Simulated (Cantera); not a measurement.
A closed system holds: 1 mol Ta2O5, 6.5 mol C, 0.25 mol H2, 3 mol CH4, at 1477 °C.

Equilibrium computed with Cantera from the NASA thermochemical tables; the gas is ideal and each condensed phase is pure. Candidate condensed phases: C, C6H6, C7H8, C8H18, H2O, Ta, TaC, Ta2O5; 113 gas species. TaC: taken at fixed stoichiometry. Condensed phases not in the tables: Ta2C. The numbers say what is thermodynamically allowed, not how fast it happens.

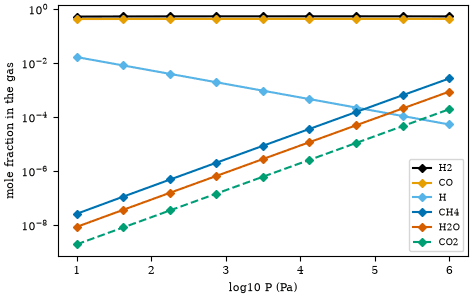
*Equilibrium gas composition (values under 1e-9 drawn at 1e-9)*

From 0.000100 bar to 10.0 bar the condensed part is C(graphite) + TaC(s).
